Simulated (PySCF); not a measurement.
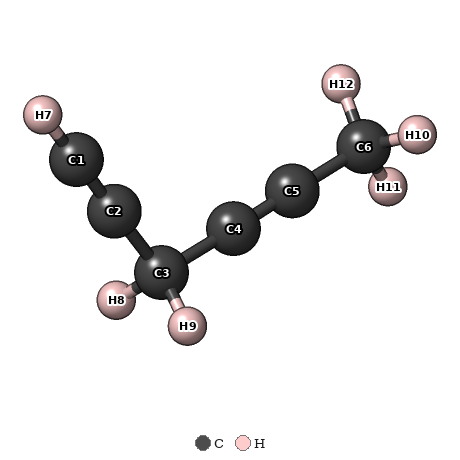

C₆H₆ (1,4-hexadiyne), SMILES C#CCC#CC. Simulated ¹H spectrum at 400 MHz, line width 0.6 Hz, from GIAO shifts (PBE0/pcSseg-1, against TMS) and couplings (B3LYP/pcJ-1), PySCF, at a GFN2-xTB geometry (no frequency check). Gas phase, values of one conformer, averaged over methyl-type rotors and exact or near symmetry; couplings among ¹H are treated exactly, other nuclei are left out. The spin-dipole term of J is left out for all pairs. The upper panels enlarge each group of lines, each scaled alone.

Give the shifts and couplings that make up the spectrum.

Answer.
| δ (ppm) | nuclei | atoms |
| --- | --- | --- |
| 3.22 | 2 | H8, H9 |
| 1.99 | 3 | H10, H11, H12 |
| 1.43 | 1 | H7 |


| pair | J (Hz) |
| --- | --- |
| H8–H7, H9–H7 | −3.8 |
| H8/H9 – H10/H11/H12 | 3.5 |

Not listed: couplings under 0.5 Hz, those between magnetically equivalent nuclei.

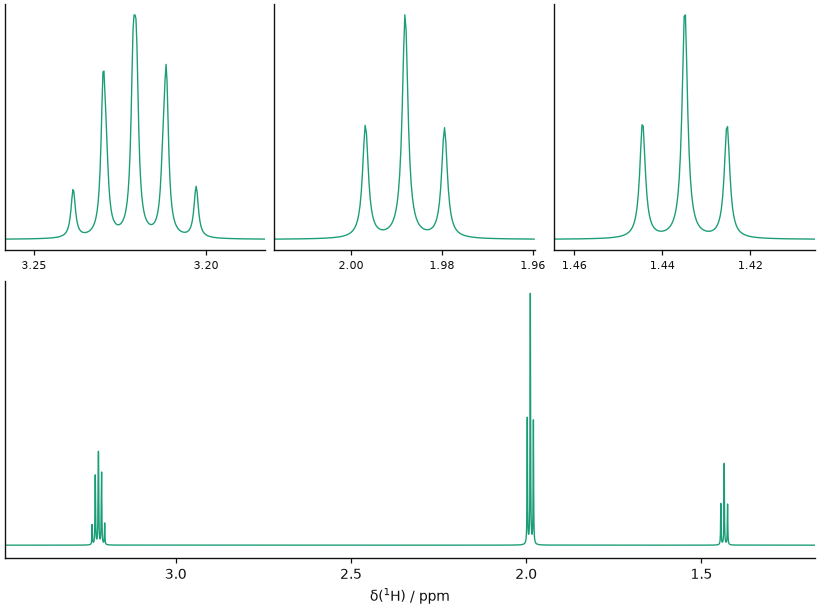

Caveats, for all or some of the runs: the tight-binding geometry is rougher than a DFT one and adds to the error.
